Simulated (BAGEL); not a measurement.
# C2H5Al (SMILES C=[CH][AlH2]) at 4 levels

Wanted: a comparison of 4 runs (B3LYP/6-31G*, B3LYP/def2-SVPD, PBE0/def2-SVPD, RI-MP2/def2-SVPD) of C2H5Al. 

Program for the calculation: BAGEL 1.2.2.

## Step 1: Starting point

C2H5Al has 8 atoms, charge 0, and is taken as a singlet. SMILES: `C=[CH][AlH2]`. The shape is that of a PBE0-D4/def2-TZVP optimisation.

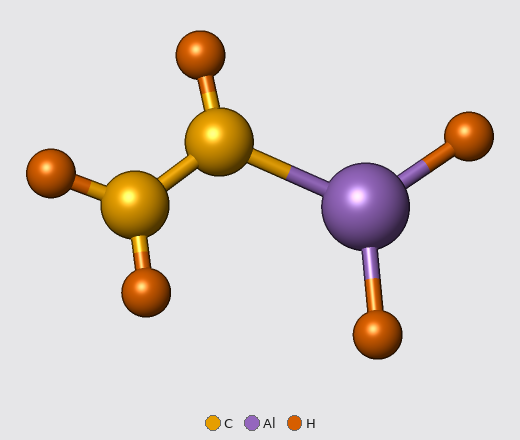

The structure, seen from a chosen angle (carbon amber, aluminium purple, hydrogen orange).

## Step 2: The energy at B3LYP/6-31G(d) (density fitting with qzvpp-jkfit, spherical functions) (run 1)

Input file input.json:

```json
{ "bagel": [

{
  "title": "molecule",
  "basis": "6-31gs.json",
  "df_basis": "qzvpp-jkfit",
  "angstrom": true,
  "geometry": [
    { "atom": "C", "xyz": [   -1.029900,    0.829200,   -0.357000 ] },
    { "atom": "C", "xyz": [    0.199000,    0.651000,    0.138100 ] },
    { "atom": "Al", "xyz": [    0.930800,   -1.139300,    0.262000 ] },
    { "atom": "H", "xyz": [   -1.636900,   -0.008600,   -0.695500 ] },
    { "atom": "H", "xyz": [   -1.495000,    1.809300,   -0.451900 ] },
    { "atom": "H", "xyz": [    0.735600,    1.546100,    0.452700 ] },
    { "atom": "H", "xyz": [    2.384000,   -1.417900,    0.837700 ] },
    { "atom": "H", "xyz": [    0.004400,   -2.327000,   -0.241900 ] }
  ]
},
{
  "title": "ks",
  "xc_func": "b3lyp",
  "charge": 0
},
{
  "title": "print",
  "file": "orbitals.molden",
  "orbitals": true
}

]}
```

The basis set 6-31G* is read from a file made from the Basis Set Exchange's data (not shown).

The run is started by

```console
$ BAGEL_NUM_THREADS=1 BAGEL input.json > input.out
```

What it wrote:

```text
* using 1 threads per process

  ===============================================================
  ===============================================================

  *** Geometry ***

  { "atom" : "C", "xyz" : [     -1.946229,      1.566961,     -0.674632 ] },
  { "atom" : "C", "xyz" : [      0.376055,      1.230212,      0.260971 ] },
  { "atom" : "Al", "xyz" : [      1.758957,     -2.152965,      0.495108 ] },
[... 4 lines of this table left out ...]
  { "atom" : "H", "xyz" : [      0.008315,     -4.397393,     -0.457125 ] },

  Number of auxiliary basis functions:      368

  Since a DF basis is specified, we compute 2- and 3-index integrals:
    o Being stored without compression. Storage requirement is 0.009 GB

  Number of basis functions:       56
  Number of electrons      :       30

    * METHOD: MOLECULE                             0.12

  *** Kohn-Sham DFT ***

    * Removing 13046 points whose weight is below 1.00e-10
    * Grid points: 106202

  === Nuclear Repulsion ===
    84.0797195499

       - DIIS with orbital gradients will be used.

  === KS iteration (b3lyp / 6-31gs.json) ===
      0       -299.90265198          0.16574774           0.20
      1       -301.84163375          0.10238406           0.19
      2       -302.49181439          0.17262432           0.20
[... 17 lines of this table left out ...]
     20       -321.60799489          0.00000000           0.20
    * SCF iteration converged.

    * Permanent dipole moment:
           (    0.200394,    -0.333990,     0.050193) a.u.

    * METHOD: KS                                   4.65

    * METHOD: PRINT                                0.01

  ===============================================================
```

Run time: 5.1 s. Hardware: 1 thread of Arm Neoverse V1, shared host; peak memory 0.29 GiB.

## Step 3: The energy at B3LYP/def2-SVPD (density fitting with qzvpp-jkfit) (run 2)

Input file input.json:

```json
{ "bagel" : [

{
  "title" : "molecule",
  "basis" : "def2-svpd.json",
  "df_basis" : "qzvpp-jkfit",
  "angstrom" : "true",
  "geometry" : [
    { "atom" : "C", "xyz" : [   -1.029900,    0.829200,   -0.357000 ] },
    { "atom" : "C", "xyz" : [    0.199000,    0.651000,    0.138100 ] },
    { "atom" : "Al", "xyz" : [    0.930800,   -1.139300,    0.262000 ] },
    { "atom" : "H", "xyz" : [   -1.636900,   -0.008600,   -0.695500 ] },
    { "atom" : "H", "xyz" : [   -1.495000,    1.809300,   -0.451900 ] },
    { "atom" : "H", "xyz" : [    0.735600,    1.546100,    0.452700 ] },
    { "atom" : "H", "xyz" : [    2.384000,   -1.417900,    0.837700 ] },
    { "atom" : "H", "xyz" : [    0.004400,   -2.327000,   -0.241900 ] }
  ]
},
{
  "title" : "ks",
  "xc_func" : "b3lyp"
},
{
  "title" : "print",
  "file" : "orbitals.molden",
  "orbitals" : "true"
}

]}
```

The basis set def2-SVPD is read from a file made from the Basis Set Exchange's data (not shown).

The run is started by

```console
$ BAGEL_NUM_THREADS=1 BAGEL input.json > input.out
```

What it wrote:

```text
* using 1 threads per process

  ===============================================================
  ===============================================================

  *** Geometry ***

  { "atom" : "C", "xyz" : [     -1.946229,      1.566961,     -0.674632 ] },
  { "atom" : "C", "xyz" : [      0.376055,      1.230212,      0.260971 ] },
  { "atom" : "Al", "xyz" : [      1.758957,     -2.152965,      0.495108 ] },
[... 4 lines of this table left out ...]
  { "atom" : "H", "xyz" : [      0.008315,     -4.397393,     -0.457125 ] },

  Number of auxiliary basis functions:      368

  Since a DF basis is specified, we compute 2- and 3-index integrals:
    o Being stored without compression. Storage requirement is 0.032 GB

  Number of basis functions:      104
  Number of electrons      :       30

    * METHOD: MOLECULE                             0.15

  *** Kohn-Sham DFT ***

    * Removing 13046 points whose weight is below 1.00e-10
    * Grid points: 106202

  === Nuclear Repulsion ===
    84.0797195499

       - DIIS with orbital gradients will be used.

  === KS iteration (b3lyp / def2-svpd.json) ===
      0       -300.66343508          0.09741711           0.36
      1       -304.83473157          0.08428401           0.34
      2       -302.73269958          0.11552174           0.35
[... 15 lines of this table left out ...]
     18       -321.50048318          0.00000001           0.35
    * SCF iteration converged.

    * Permanent dipole moment:
           (    0.159109,    -0.302867,     0.036033) a.u.

    * METHOD: KS                                   7.21

    * METHOD: PRINT                                0.03

  ===============================================================
```

Wall time 7.8 s (1 thread of Arm Neoverse V1, shared host); peak memory 0.49 GiB.

Run 3 isn't shown in full; the table further down has it.

## Step 4: The energy at RI-MP2/def2-SVPD (density fitting with qzvpp-jkfit) (run 4)

Input file calc.json:

```json
{ "bagel" : [

{
  "title" : "molecule",
  "basis" : "def2-svpd.json",
  "df_basis" : "qzvpp-jkfit",
  "angstrom" : true,
  "geometry" : [
    { "atom" : "C", "xyz" : [   -1.029900,    0.829200,   -0.357000 ] },
    { "atom" : "C", "xyz" : [    0.199000,    0.651000,    0.138100 ] },
    { "atom" : "Al", "xyz" : [    0.930800,   -1.139300,    0.262000 ] },
    { "atom" : "H", "xyz" : [   -1.636900,   -0.008600,   -0.695500 ] },
    { "atom" : "H", "xyz" : [   -1.495000,    1.809300,   -0.451900 ] },
    { "atom" : "H", "xyz" : [    0.735600,    1.546100,    0.452700 ] },
    { "atom" : "H", "xyz" : [    2.384000,   -1.417900,    0.837700 ] },
    { "atom" : "H", "xyz" : [    0.004400,   -2.327000,   -0.241900 ] }
  ]
},
{
  "title" : "hf"
},
{
  "title" : "mp2",
  "ncore" : 7
}

]}
```

The basis set def2-SVPD is read from a file made from the Basis Set Exchange's data (not shown).

The run is started by

```console
$ BAGEL_NUM_THREADS=1 BAGEL calc.json > calc.out
```

What it wrote:

```text
* using 1 threads per process

  ===============================================================
  ===============================================================

  *** Geometry ***

  { "atom" : "C", "xyz" : [     -1.946229,      1.566961,     -0.674632 ] },
  { "atom" : "C", "xyz" : [      0.376055,      1.230212,      0.260971 ] },
  { "atom" : "Al", "xyz" : [      1.758957,     -2.152965,      0.495108 ] },
[... 4 lines of this table left out ...]
  { "atom" : "H", "xyz" : [      0.008315,     -4.397393,     -0.457125 ] },

[... 23 lines left out ...]
    * SCF iteration converged.
[... 1 line left out ...]
    * Permanent dipole moment:
[... 2 lines left out ...]
    * METHOD: HF                                   0.63

  *** RHF ***

  === Nuclear Repulsion ===
    84.0797195499

      * DIIS with orbital gradients will be used.

  === RHF iteration (def2-svpd.json) ===
      0       -320.39593621          0.00000000           0.04
    * SCF iteration converged.

    * Permanent dipole moment:
           (    0.162022,    -0.292347,     0.038417) a.u.

  === DF-MP2 calculation ===

    * freezing 7 orbitals
    * 3-index integral transformation done
    * assembly done

      MP2 correlation energy:   -0.3481508299      0.02

      MP2 total energy:       -320.7440870381

    * METHOD: MP2                                  0.12

  ===============================================================
```

Wall time 1.1 s (1 thread of Arm Neoverse V1, shared host); peak memory 0.11 GiB.

## Step 5: All runs side by side

| run | level | frozen core orbitals | energy (Eh) | dipole moment (D) | HOMO energy (eV) | LUMO energy (eV) | wall time |
| --- | --- | --- | --- | --- | --- | --- | --- |
| 1 | B3LYP/6-31G* (density fitting with qzvpp-jkfit, spherical functions) | – | -321.607995 | 1.00 | -7.62 | -1.70 | 5.1 s |
| 2 | B3LYP/def2-SVPD (density fitting with qzvpp-jkfit) | – | -321.500483 | 0.87 | -7.92 | -1.88 | 7.8 s |
| 3 | PBE0/def2-SVPD (density fitting with qzvpp-jkfit) | – | -321.253061 | 0.88 | -8.12 | -1.67 | 7.5 s |
| 4 | RI-MP2/def2-SVPD (density fitting with qzvpp-jkfit) | 7 | -320.744087 | – | – | – | 1.1 s |

## Step 6: Results

| quantity | value |
| --- | --- |
| run 4: total energy | -320.74409 Eh |
| run 4: correlation energy (7 core orbitals frozen) | -348.2 mEh |

What this shows: Over runs 1, 2, 3 the dipole moment (its size) runs from 0.87 D (B3LYP/def2-SVPD) to 1.00 D (B3LYP/6-31G*). Over runs 1, 2, 3 the HOMO–LUMO gap runs from 5.92 eV (B3LYP/6-31G*) to 6.45 eV (PBE0/def2-SVPD). The two ends differ in method and basis. Totals of different functionals can't be ranked against each other. All runs together took 21 s, the longest 7.8 s.
